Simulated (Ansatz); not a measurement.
## Lattice dynamics of NaSe (Fm-3m)

Aim: the vibrations of NaSe (Fm-3m), their spectra, and whether the structure is stable.

Program: Ansatz 0.2.0. Level of theory: DFT PBEsol, scalar-relativistic, plane waves, PAW; PAW set soft_1. Results are calculated unless marked as measured.

### 1. Set-up

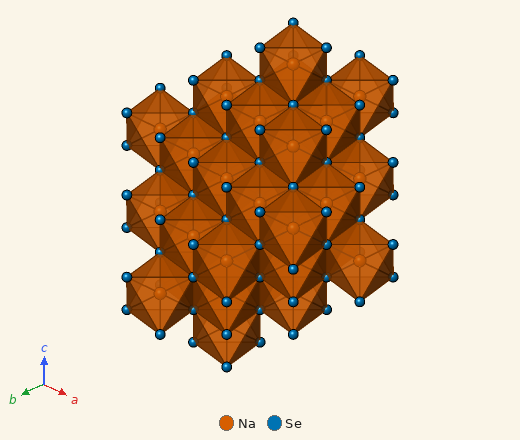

Start, viewed from a free direction; sodium orange, selenium blue. 1×2×2 cells are drawn. This picture shows the conventional cell, with its axes. Some periodic images of atoms are drawn too.

### 2. A magnetic order at the starting cell, 2 atoms

Phonons depend on the magnetic state, so simple orders are compared first, at the starting cell. This run starts ferromagnetic.

The input, input.yaml:

```yaml
crystal:
  lattice:
    - [0.0, 2.993261, 2.993261]
    - [2.993261, 0.0, 2.993261]
    - [2.993261, 2.993261, 0.0]
  atoms:
    - { symbol: Na, position: [0.0, 0.0, 0.0] }
    - { symbol: Se, position: [0.5, 0.5, 0.5], spin: 1.0 }
kpoints:
  mp_grid: { grid: [8, 8, 8] }
hamiltonian:
  xc: pbesol
  pseudopotentials: { kind: paw, azcp: { folder: soft_1 }, xc_functional: pbe }
scf:
  occupations: { method: gaussian, width: 0.05 }
  max_iter: 100
output:
  forces: true
  stress: true
  eigenvalues: true
  populations: true
magnetization:
  spin_polarized: true
```

Started as:

```bash
$ ansatz run input.yaml --threads 4 --pin off --max-ram 10240MiB --backend cpu --events-out ev --progress --plain --runs-dir out
```

Numbers of over 12 decimals in the logs are rounded to 6 here.

Output:

```text
Engine: ansatz 0.2.0, x86_64-unknown-linux-gnu
Pseudopotentials: kind: paw
Pseudopotential: Na, paw, valence charge 9, recommended cutoff 420 eV (normal), soft_1/Na.paw.azcp
Pseudopotential: Se, paw, valence charge 16, recommended cutoff 420 eV (normal), soft_1/Se.paw.azcp
Functional definition: PBEsol
  exchange = pbesol_x
  correlation = pbesol_c
[...]
k-point 2 ↑: bands = [... 9 lower, -8.6824, 1.3650, 2.7514, 2.7514, 7.9314, 10.8810, 11.6132, 11.6132]
  k-point 28 ↓: bands = [... 9 lower, -7.5711, 1.8303, 1.8303, 2.4737, 9.7978, 11.0429, 11.0429, 11.8668]
--- Löwdin populations: 2 sites ---
  site symbol       q [e]    m [muB]
     0     Na      8.3856    -0.0166
     1     Se     16.5747     1.0154
  spilling = 0.001590 (of n_electrons = 25.000000)
[key lines of the parts left out:]
SCF converged after 12 iterations
Magnetization: 0.9971 μB (12.9986 up, 12.0014 down)
Free energy (F): -6900.813268 eV
Fermi energy:    2.968863 eV
P = ⅓ Tr σ = -1.1860 GPa (-11.860 kbar)
```

Wall time 1 s (4 threads of Intel Xeon Platinum 8375C at 2.90GHz (Ice Lake), shared host); peak memory 0.38 GiB; 3.3 s of CPU time.

This step gave:

- magnetization: 0.9971 μB
- absolute magnetization: 1.002 μB
- site moments: 0.01718, 0.7512 μB
- pressure: -1.186 GPa
- volume per atom: 26.82 Å³
- gap on the k-mesh: 0 eV

The cell carries a net spin moment of 1.00 μB and an absolute one of 1.00 μB.

### 3. A magnetic order at the starting cell, 4 atoms

Phonons depend on the magnetic state, so simple orders are compared first, at the starting cell. This run starts antiferromagnetic, q = (0.5, 0.5, 0.5).

System of this step: NaSe (Fm-3m). It takes space group Fm-3m (No. 225, cubic). The conventional cell has a = 5.987 Å, b = 5.987 Å, c = 5.987 Å, α = 90.00°, β = 90.00°, γ = 90.00°. Na has 6 Se at 2.99 Å nearest. Se has 6 Na at 2.99 Å nearest. Farther neighbours and most contacts between anions are not listed.

input.yaml, the sections that differ from step 2:

```yaml
crystal:
  lattice:
    - [2.993261, 0.0, -2.993261]
    - [2.993261, -2.993261, 0.0]
    - [-2.993261, -2.993261, -5.986522]
  atoms:
    - { symbol: Na, position: [0.0, 0.5, 0.5] }
    - { symbol: Na, position: [0.0, 0.0, 0.0] }
    - { symbol: Se, position: [0.5, 0.25, 0.75], spin: -1.0 }
    - { symbol: Se, position: [0.5, 0.75, 0.25], spin: 1.0 }
kpoints:
  mp_grid: { grid: [9, 9, 9] }
# hamiltonian, scf, output, magnetization: as in step 2
```

Output:

```text
[...]
Crystal: 4 atoms, lattice volume = 107.274 Å³
Basis set: ecut = 420 eV, 2123 PW (Γ), exchange–correlation on 60×60×100 points (8 copies of the dense FFT grid, shifted against one another)
Bands: 32, of which v1, the nominal top of the filled ones, is band 25 counted from 1 (24 counted from 0)
Symmetry: 12 space group operations
[...]
k-point 84 ↓: bands = [... 21 lower, 1.1916, 1.5293, 1.8252, 2.5424, 2.6456, 9.1490, 9.4457, 10.3367, ... 3 higher]
--- Löwdin populations: 4 sites ---
  site symbol       q [e]    m [muB]
     0     Na      8.3846     0.0000
     1     Na      8.3846     0.0000
     2     Se     16.5754    -0.5915
     3     Se     16.5754     0.5915
  spilling = 0.001601 (of n_electrons = 50.000000)
[key lines of the parts left out:]
SCF converged after 19 iterations
Magnetization: 0.0000 μB (25.0000 up, 25.0000 down)
Free energy (F): -13801.561973 eV
Fermi energy:    2.875429 eV
P = ⅓ Tr σ = -1.5217 GPa (-15.217 kbar)
```

It took 6.3 s on 4 threads; peak memory 0.7 GiB.

The cell carries a net spin moment of 0.00 μB and an absolute one of 1.17 μB, so the moments cancel.

### 4. A magnetic order at the starting cell, 4 atoms (run 2)

Phonons depend on the magnetic state, so simple orders are compared first, at the starting cell. This run starts antiferromagnetic, q = (0.5, 0.5, 0).

input.yaml, the sections that differ from step 3:

```yaml
crystal:
  lattice:
    - [2.993261, -2.993261, 0.0]
    - [-2.993261, -2.993261, 0.0]
    - [0.0, 0.0, -5.986522]
  atoms:
    - { symbol: Na, position: [0.5, 0.5, 0.5] }
    - { symbol: Na, position: [0.0, 0.0, 0.0] }
    - { symbol: Se, position: [0.5, 0.5, 0.0], spin: -1.0 }
    - { symbol: Se, position: [0.0, 0.0, 0.5], spin: 1.0 }
kpoints:
  mp_grid: { grid: [8, 8, 6] }
# hamiltonian, scf, output, magnetization: as in step 3
```

Output:

```text
[...]
Crystal: 4 atoms, lattice volume = 107.274 Å³
Basis set: ecut = 420 eV, 2101 PW (Γ), exchange–correlation on 60×60×90 points (8 copies of the dense FFT grid, shifted against one another)
Bands: 32, of which v1, the nominal top of the filled ones, is band 25 counted from 1 (24 counted from 0)
Symmetry: 16 space group operations
[...]
k-point 59 ↓: bands = [... 21 lower, 1.3206, 1.6610, 1.6610, 2.0720, 2.1788, 9.5692, 9.6857, 10.8728, ... 3 higher]
--- Löwdin populations: 4 sites ---
  site symbol       q [e]    m [muB]
     0     Na      8.3842    -0.0038
     1     Na      8.3842     0.0038
     2     Se     16.5757    -0.4398
     3     Se     16.5757     0.4398
  spilling = 0.001602 (of n_electrons = 50.000000)
[key lines of the parts left out:]
SCF converged after 23 iterations
Magnetization: 0.0000 μB (25.0000 up, 25.0000 down)
Free energy (F): -13801.564438 eV
Fermi energy:    2.862214 eV
P = ⅓ Tr σ = -1.6466 GPa (-16.466 kbar)
```

The job ended after 9.3 s (4 threads; peak memory 0.65 GiB).

The cell carries a net spin moment of 0.00 μB and an absolute one of 0.89 μB, so the moments cancel.

### 5. The orders compared

An antiferromagnetic start is carried into the relaxation if it ends more than 3 meV per atom below the ferromagnetic start.

This step gave:

```yaml
start_carried_on: ferromagnetic
```

Orders, by row:

| starting order | atoms | energy from the first start (meV/atom) | largest moment (μB) | gap on mesh (eV) | net moment of the cell (μB) | order kept |
| --- | --- | --- | --- | --- | --- | --- |
| ferromagnetic | 2 | 0 | 0.75 | 0 | 1 | yes |
| antiferromagnetic, q = (0.5, 0.5, 0.5) | 4 | 16.6 | 0.43 | 0 | 0 | yes |
| antiferromagnetic, q = (0.5, 0.5, 0) | 4 | 15.9 | 0.32 | 0 | 0 | yes |

The start carried on is the ferromagnetic one.

### 6. Bringing the structure to rest

Harmonic phonons are second derivatives at a point where the forces vanish, and they are wanted at zero stress, so atoms and cell are relaxed first.

System of this step: NaSe (Fm-3m). Symmetry: Fm-3m, No. 225, cubic system. The conventional cell has a = 5.987 Å, b = 5.987 Å, c = 5.987 Å, α = 90.00°, β = 90.00°, γ = 90.00°. Na has 6 Se at 2.99 Å nearest. Nearest to Se lie 6 Na at 2.99 Å. Farther neighbours and most contacts between anions are not listed.

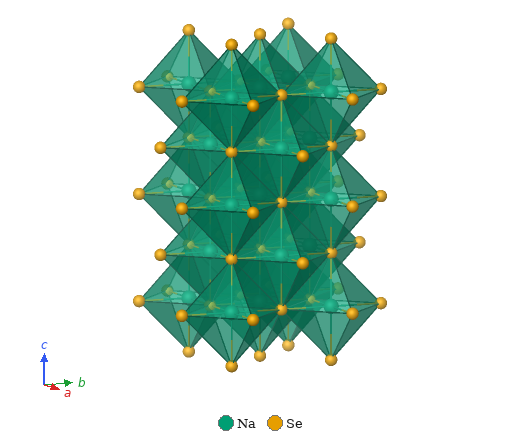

The cell of this step (sodium teal, selenium orange). 1×1×2 conventional cells are drawn. Some periodic images of atoms are drawn too.

input.yaml, the sections that differ from step 4:

```yaml
crystal:
  lattice:
    - [0.0, 2.993261, 2.993261]
    - [2.993261, 0.0, 2.993261]
    - [2.993261, 2.993261, 0.0]
  atoms:
    - { symbol: Na, position: [0.0, 0.0, 0.0] }
    - { symbol: Se, position: [0.5, 0.5, 0.5], spin: 0.81 }
kpoints:
  mp_grid: { grid: [12, 12, 12] }
scf:
  occupations: { method: gaussian, width: 0.1 }
relax:
  adjacent_minimum: "off"
  f_tol: 0.005
  max_steps: 80
  cell: { stress_tol: 0.05 }
# hamiltonian, output, magnetization: as in step 4
```

Output:

```text
[...]
Crystal: 2 atoms, lattice volume = 53.637 Å³
Basis set: ecut = 420 eV, 1067 PW (Γ), exchange–correlation on 60×60×60 points (8 copies of the dense FFT grid, shifted against one another)
Bands: 17, of which v1, the nominal top of the filled ones, is band 13 counted from 1 (12 counted from 0)
Symmetry: 48 space group operations
[...]
k-points: 72 of 1728
[...]
Starting moments: Σ|m| = 0.81 μB on 1 of 2 sites
[...]
SCF iter   1: F=—  HF=-6901.646731 eV  |F-HF|=—  |Δ(HF+E_count)|=         —  Δρ=6.28e-2 (↑6.28e-2 ↓5.43e-2)  dr2=1.91e0  dr2_m=1.24e0  M=0.408 μB ∫|m|=0.413 μB  β_m=0.30  ethr=3.10e-3  ⟨swp⟩=5.7  Hψ=12081  notcnv=0
[...]
SCF iter  14: F=-6900.819641 eV  HF=-6900.819641 eV  |F-HF|=1.09e-8  |Δ(HF+E_count)|=   4.92e-8  Δρ=2.67e-6 (↑2.61e-6 ↓2.67e-6)  dr2=2.66e-8  dr2_m=1.95e-12  M=0.985 μB ∫|m|=1.005 μB  ethr=3.40e-10  ⟨swp⟩=3.9  Hψ=7718  notcnv=0
SCF 1 converged in 14 iterations: F = -6900.819641 eV  dr2 = 2.66e-8
[...]
relax step   1: F+E_penalty+E_count = -6900.81964112 eV  Δ(F+E_penalty+E_count) = +0.000e0 eV  max|allowed force component| = 4.125e-30 eV/Å  Δτ_max = 0.0000 Å  P = -1.190 GPa  Ω = 53.637 Å³  (14 SCF iters, dr2 threshold 1.00e-7 eV, accepted)
Crystal: 2 atoms, lattice volume = 51.888 Å³
Basis set: ecut = 420 eV, 965 PW (Γ), exchange–correlation on 60×60×60 points (8 copies of the dense FFT grid, shifted against one another)
[...]
Starting moments: Σ|m| = 0.81 μB on 1 of 2 sites; this step starts from the density that it was given
[...]
iter 1 solved again at ethr=4.66e-6 eV; its pass at ethr=3.10e-3 eV (dr2=1.17e-3 eV) is discarded
[...]
SCF iter   7: F=-6900.829289 eV  HF=-6900.829289 eV  |F-HF|=9.28e-9  |Δ(HF+E_count)|=   7.68e-8  Δρ=2.01e-6 (↑2.01e-6 ↓1.90e-6)  dr2=1.10e-8  dr2_m=8.31e-12  M=0.968 μB ∫|m|=0.987 μB  ethr=5.46e-10  ⟨swp⟩=2.0  Hψ=7856  notcnv=0
SCF 2 converged in 7 iterations: F = -6900.829289 eV  dr2 = 1.10e-8
relax step   2: F+E_penalty+E_count = -6900.82928930 eV  Δ(F+E_penalty+E_count) = -9.648e-3 eV  max|allowed force component| = 2.786e-30 eV/Å  Δτ_max = 0.0000 Å  P = -0.551 GPa  Ω = 51.888 Å³  energy of the carried Pulay correction = +5.161e-5 eV  (7 SCF iters, dr2 threshold 2.00e-7 eV, accepted)
Crystal: 2 atoms, lattice volume = 50.472 Å³
[...]
SCF iter   7: F=-6900.831600 eV  HF=-6900.831600 eV  |F-HF|=4.99e-9  |Δ(HF+E_count)|=   4.75e-8  Δρ=2.05e-6 (↑2.05e-6 ↓1.50e-6)  dr2=6.59e-9  dr2_m=4.31e-10  M=0.942 μB ∫|m|=0.961 μB  ethr=3.56e-10  ⟨swp⟩=2.0  Hψ=7752  notcnv=0
SCF 3 converged in 7 iterations: F = -6900.831600 eV  dr2 = 6.59e-9
relax step   3: F+E_penalty+E_count = -6900.83159958 eV  Δ(F+E_penalty+E_count) = -2.310e-3 eV  max|allowed force component| = 1.604e-29 eV/Å  Δτ_max = 0.0000 Å  P = +0.051 GPa  Ω = 50.472 Å³  energy of the carried Pulay correction = +9.468e-5 eV  (7 SCF iters, dr2 threshold 2.00e-7 eV, accepted)
[...]
relax step   4: F+E_penalty+E_count = -6900.83161370 eV  Δ(F+E_penalty+E_count) = -1.412e-5 eV  max|allowed force component| = 2.350e-30 eV/Å  Δτ_max = 0.0000 Å  P = -0.002 GPa  Ω = 50.589 Å³  energy of the carried Pulay correction = +9.110e-5 eV  (5 SCF iters, dr2 threshold 6.39e-9 eV, accepted)
[...]
SCF iter   1: F=—  HF=-6900.831509 eV  |F-HF|=—  |Δ(HF+E_count)|=         —  Δρ=1.23e-5 (↑1.19e-5 ↓1.23e-5)  dr2=5.59e-8  dr2_m=6.16e-10  M=0.945 μB ∫|m|=0.964 μB  β_m=0.30  ethr=1.28e-6  ⟨swp⟩=2.9  Hψ=17374  notcnv=0
eigensolver tolerance schedule: the retry pair's looser diagonalisation over-reported the residual by 5730.06 of it (diagonalisation noise at an unbounded share of the residual, at the tolerance the schedule requests for it); recorded, not acted on — ethr = c·dr2/N_el stays at c = 1.0e-1
[...]
SCF iter   2: F=—  HF=-6900.831509 eV  |F-HF|=—  |Δ(HF+E_count)|=   7.19e-8  Δρ=8.66e-6 (↑8.64e-6 ↓8.66e-6)  dr2=3.70e-8  dr2_m=2.59e-10  M=0.945 μB ∫|m|=0.964 μB  β_m=0.48  ethr=2.24e-10  ⟨swp⟩=2.9  Hψ=4510  notcnv=0
[...]
SCF iter   6: F=-6900.831509 eV  HF=-6900.831509 eV  |F-HF|=2.73e-12  |Δ(HF+E_count)|=  8.19e-12  Δρ=7.71e-8 (↑7.71e-8 ↓6.73e-8)  dr2=1.42e-11  dr2_m=6.60e-14  M=0.945 μB ∫|m|=0.964 μB  ethr=1.00e-12  ⟨swp⟩=3.8  Hψ=10325  notcnv=0
SCF 5 converged in 6 iterations: F = -6900.831509 eV  dr2 = 1.42e-11
relax step   5: F+E_penalty+E_count = -6900.83150886 eV  Δ(F+E_penalty+E_count) = +1.048e-4 eV  max|allowed force component| = 1.898e-30 eV/Å  Δτ_max = 0.0000 Å  P = -0.000 GPa  Ω = 50.589 Å³  stress off target by 2.75e-4 GPa  SCF on the basis re-selected at this cell (its energy is not comparable with the rows above)  (6 SCF iters)
basis re-selected at this cell: Δ(F+E_penalty+E_count) = +1.048e-4 eV, ΔP = +0.001 GPa vs the last step (what re-selecting the basis moved, of the pressure what is left beyond the Pulay correction that the steps carried, after the strain that the cell walked since its last selection, with what the two solves' SCF thresholds leave and, on support functions, any second-order correction that the steps lacked; it is no m [...]
SCF converged after 6 iterations
Magnetization: 0.9450 μB (12.9725 up, 12.0275 down)
Absolute magnetization: 0.9499 μB (∫|ρ↑−ρ↓|, with the PAW one-centre terms)
[...]
Per-site moments (μB) at R_I (Å): [(0.018117, 1.210871), (0.698497, 1.210871)]
Free energy (F): -6900.831509 eV
[...]
Internal energy: -6900.821956 eV  (E = F + TS)
E sigma→0 (E₀):  -6900.826733 eV
Entropy (-TS):   -0.009553 eV (-4.776 meV/atom)
Fermi energy:    3.432720 eV
[...]
--- Stress (GPa, compression-positive) ---
       -0.000275      -0.000000      -0.000000
       -0.000000      -0.000275       0.000000
       -0.000000      -0.000000      -0.000275
  P = ⅓ Tr σ = -0.0003 GPa (-0.003 kbar)
--- Band table (eV; the first three rows and the last of 144) ---
  k-point 0 ↑: bands = [... 9 lower, -8.5172, 3.5025, 3.5025, 3.5025, 7.2433, 11.9659, 11.9659, 11.9659]
  k-point 1 ↑: bands = [... 9 lower, -8.4860, 3.1939, 3.4725, 3.4725, 7.5651, 11.7061, 12.0717, 12.0717]
  k-point 2 ↑: bands = [... 9 lower, -8.3987, 2.5175, 3.3928, 3.3928, 8.2103, 11.3931, 12.2714, 12.2714]
  k-point 71 ↓: bands = [... 9 lower, -7.1402, 2.1910, 2.1910, 2.8893, 10.5273, 11.6909, 11.6909, 12.6281]
--- Relaxed structure (4 steps of the walk, 4 accepted, 1 SCFs on fresh bases) ---
  F+E_penalty+E_count = -6900.83150886 eV   max|allowed force component| = 1.898e-30 eV/Å   (the final SCF, on the basis selected at the relaxed cell)
  cell:  # Å, volume = 50.5885 Å³
    - [0, 2.935445, 2.935445]
    - [2.935445, 0, 2.935445]
    - [2.935445, 2.935445, 0]
  atoms:
    - { symbol: Na, position: [0, 0, 0] }
    - { symbol: Se, position: [0.5, 0.5, 0.5] }
--- Löwdin populations: 2 sites ---
  site symbol       q [e]    m [muB]
     0     Na      8.3869    -0.0155
     1     Se     16.5727     0.9617
  spilling = 0.001617 (of n_electrons = 25.000000)
```

It took 7.9 s on 4 threads; peak memory 0.49 GiB.

Step by step:

| step | energy less that of the first step (eV) | largest force component (eV/Å) | pressure (GPa) | volume (Å³) |
| --- | --- | --- | --- | --- |
| 1 | 0.0000 | 0.0000 | -1.19 | 53.64 |
| 2 | -0.0096 | 0.0000 | -0.55 | 51.89 |
| 3 | -0.0120 | 0.0000 | 0.05 | 50.47 |
| 4 | -0.0120 | 0.0000 | 0.00 | 50.59 |
| 5* | -0.0119 | 0.0000 | 0.00 | 50.59 |

Relaxation steps marked * repeat the geometry before them on a plane-wave basis chosen anew for their cell, so energy and pressure can jump there.

The run keeps the 48 symmetry operations that it works with, so distortions that break them were not tested.

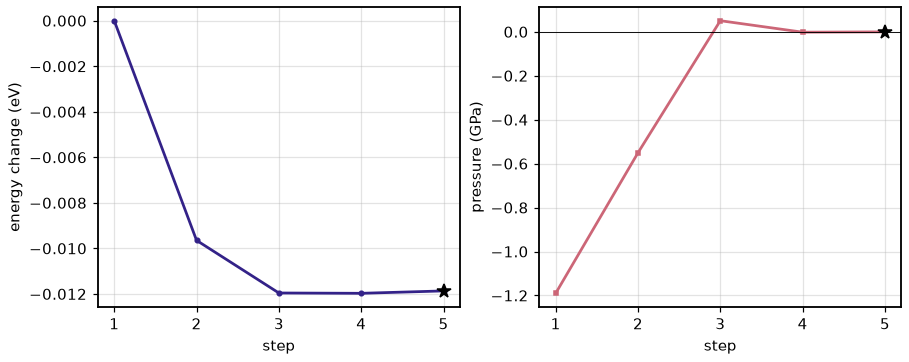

Energy and pressure along the relaxation. Stars mark steps on a basis chosen anew.

| conventional cell, symmetrised | before | after | change |
| --- | --- | --- | --- |
| a (Å) | 5.987 | 5.871 | -1.9 % |
| b (Å) | 5.987 | 5.871 | -1.9 % |
| c (Å) | 5.987 | 5.871 | -1.9 % |
| volume (Å³/atom) | 26.82 | 25.29 | -5.7 % |

Final coordinates:

```
Na Se
1.0
     0.00000    2.93545    2.93545
     2.93545    0.00000    2.93545
     2.93545    2.93545    0.00000
Na Se
1 1
Direct
  0.00000 0.00000 0.00000
  0.50000 0.50000 0.50000
```

This step gave:

- magnetization: 0.9450 μB
- absolute magnetization: 0.9499 μB
- site moments: 0.01812, 0.6985 μB
- pressure: -2.75e-4 GPa
- volume per atom: 25.29 Å³

In this step the volume went from 26.82 to 25.29 Å³/atom.

### 7. Relaxing to small forces for the phonons

Phonons need a cell at rest on their own settings, so the relaxation is repeated with tight tolerances on forces and stress, using the mesh and the filling of the phonon run that follows.

input.yaml, the sections that differ from step 6:

```yaml
crystal:
  lattice:
    - [0.0, 2.9354450209, 2.9354450209]
    - [2.9354450209, 0.0, 2.9354450209]
    - [2.9354450209, 2.9354450209, 0.0]
  atoms:
    - { symbol: Na, position: [0.0, 0.0, 0.0] }
    - { symbol: Se, position: [0.5, 0.5, 0.5], spin: 0.77 }
scf:
  occupations: { method: gaussian, width: 0.15 }
relax:
  adjacent_minimum: "off"
  f_tol: 0.001
  max_steps: 60
  cell: { stress_tol: 0.01 }
# kpoints, hamiltonian, output, magnetization: as in step 6
```

Output:

```text
[...]
Crystal: 2 atoms, lattice volume = 50.589 Å³
Basis set: ecut = 420 eV, 965 PW (Γ), exchange–correlation on 60×60×60 points (8 copies of the dense FFT grid, shifted against one another)
Bands: 17, of which v1, the nominal top of the filled ones, is band 13 counted from 1 (12 counted from 0)
Symmetry: 48 space group operations
[...]
cell:  # Å, volume = 50.5674 Å³
    - [0, 2.935037, 2.935037]
    - [2.935037, 0, 2.935037]
    - [2.935037, 2.935037, 0]
  atoms:
    - { symbol: Na, position: [0, 0, 0] }
    - { symbol: Se, position: [0.5, 0.5, 0.5] }
--- Löwdin populations: 2 sites ---
  site symbol       q [e]    m [muB]
     0     Na      8.3866    -0.0148
     1     Se     16.5729     0.9301
  spilling = 0.001619 (of n_electrons = 25.000000)
[key lines of the parts left out:]
SCF converged after 6 iterations
Magnetization: 0.9142 μB (12.9571 up, 12.0429 down)
Free energy (F): -6900.837769 eV
Fermi energy:    3.433267 eV
P = ⅓ Tr σ = -0.0059 GPa (-0.059 kbar)
```

Run time: 4.8 s. Hardware: 4 threads; peak memory 0.47 GiB; 17 s of CPU time.

Little changed from the start: no atom moved by 0.005 Å and no cell edge by 0.1 %.

Numbers from this step:

| Quantity | Value |
| --- | --- |
| magnetization | 0.9142 μB |
| absolute magnetization | 0.9188 μB |
| site moments | 0.01768, 0.6748 μB |
| pressure | -0.005863 GPa |
| volume per atom | 25.28 Å³ |

The forces vanish by symmetry and the pressure is -0.006 GPa, within the tolerances set. The cell now holds 25.28 Å³/atom.

[end of part 1 of 2]

[Logs are printed without paths, hosts, clocks, repeated set-up lines and the standing remarks that a program may print on its own settings, such as how far it seeks lower states.]

[Hosts, paths, dates, database ids (printed as entryN), source tags and the programs' standing remarks are cut or masked in the printed files.]
